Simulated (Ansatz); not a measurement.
Profile along the Gd–Gd line in Gd (hcp, Mg type)

Gd (hcp, Mg type)

```xyz
2
Lattice="3.6482 0.0000 0.0000 -1.8241 3.1594 0.0000 0.0000 0.0000 5.8343" Properties=species:S:1:pos:R:3 pbc="T T T"
Gd     0.0000     2.1063     4.3757
Gd     1.8241     1.0531     1.4586
```

Fields along a shortest Gd–Gd line of a (1 -1 0 0) plane (3.65 Å), from Gd to Gd, interpolated on the slice's grid (step about 0.3 Å). Computed with PBE (plane waves to 420 eV, PAW, scalar-relativistic; Ansatz, a first-principles code). k mesh 15×15×8. Inside the PAW spheres the values are not all-electron values, and peaks at nuclei hang on which shells count as valence. Gd was relaxed with its symmetry unable to fall. Relaxed Gd ends ferromagnetic. The PAW data are Ansatz's earlier set. The magnetic order is the one the run started from; other orders were not tried. The filling of the f shell was not checked against other fillings, so treat energies with care.

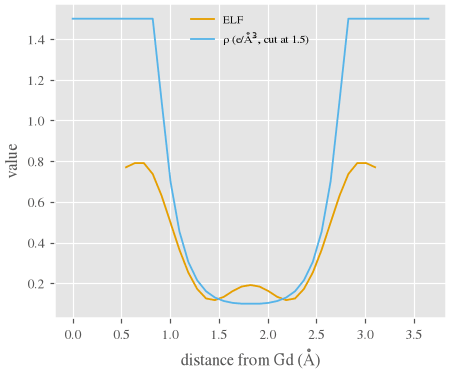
ELF (away from the nuclei) and valence density from Gd to Gd.

Density on the Gd–Gd line (3.65 Å) at its midpoint: 0.10 e/Å³. ELF at that point: 0.2.
